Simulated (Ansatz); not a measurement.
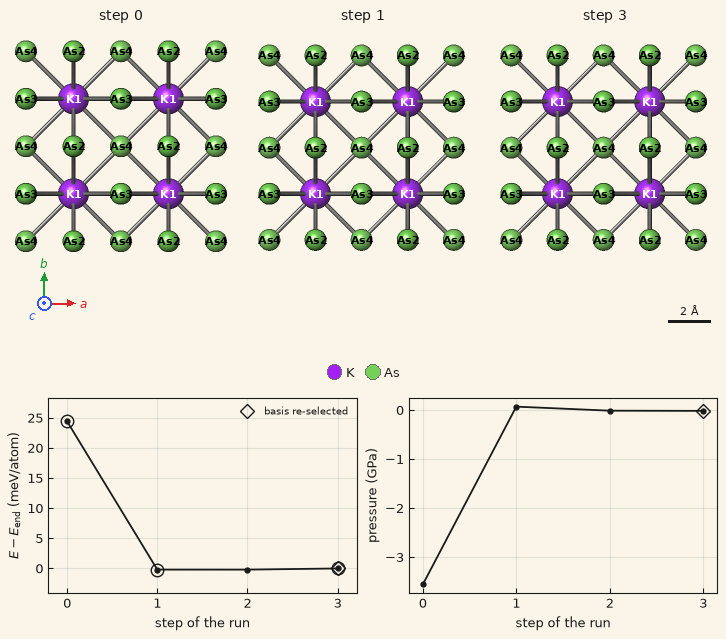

Frames of a relaxation of a crystal of KAs3 (built on the Cu3Au (L1_2)_221 type), marked on the history of the run. Style: ball-and-stick. Shown: the cell of the calculation, along the c axis.

Case: Cu3Au (L1_2) type (Pm-3m, No. 221).

Computed with DFT PBE, scalar-relativistic, plane waves, PAW in Ansatz 0.2.0.

Input file:
```yaml
crystal:
  lattice:
    - [4.5915335624, 0.0, 0.0]
    - [0.0, 4.5915335624, 0.0]
    - [0.0, 0.0, 4.5915335624]
  atoms:
    - { symbol: K, position: [0.0, 0.0, 0.0] }
    - { symbol: As, position: [0.0, 0.5, 0.5] }
    - { symbol: As, position: [0.5, 0.0, 0.5] }
    - { symbol: As, position: [0.5, 0.5, 0.0] }
basis:
  ecutwfc: 420
kpoints:
  mp_grid: { grid: [10, 10, 10] }
hamiltonian:
  xc: pbe
scf:
  occupations: { method: gaussian, width: 0.1 }
output:
  forces: true
  stress: true
  eigenvalues: true
relax:
  adjacent_minimum: "off"
  f_tol: 0.01
  max_steps: 80
  cell: { stress_tol: 0.05 }
```

Run as
```bash
ansatz run input.yaml --threads 1 --pin off --max-ram 2560MiB --backend cpu --events-out ev --progress --plain --runs-dir out
```

Question: Describe the path.

Answer: Over 2 accepted moves (3 points after the start) the energy falls by 24.4 meV per atom. All forces vanish by symmetry, so only the cell relaxes. Pressure: −3.55 GPa at the start and −0.02 GPa at the end. At 1 point the geometry stayed and the basis and grid were re-selected for the new cell (energy shift of 0.2 meV per atom at most each time). The atoms keep their places relative to the cell (all moves are under 0.005 Å). The drawn cell changes as follows: a = b = c 4.592 → 4.460 Å (−2.9 %); the volume changes by −8.4 %. Some distances before and after: K1–As2 3.247 → 3.153 Å. The space group stays Pm-3m (No. 221). From step 0 to 1: volume −8.5 %, energy −24.6 meV per atom. From step 1 to 3: volume +0.2 %, energy +0.2 meV per atom.

```tsv
step	E − E(0), meV/atom	pressure, GPa	volume, Å³/atom	note
0	0.00	-3.55	24.200	
1	-24.60	0.07	22.136	
2	-24.60	-0.01	22.173	
3	-24.41	-0.02	22.173	same geometry, new basis
```
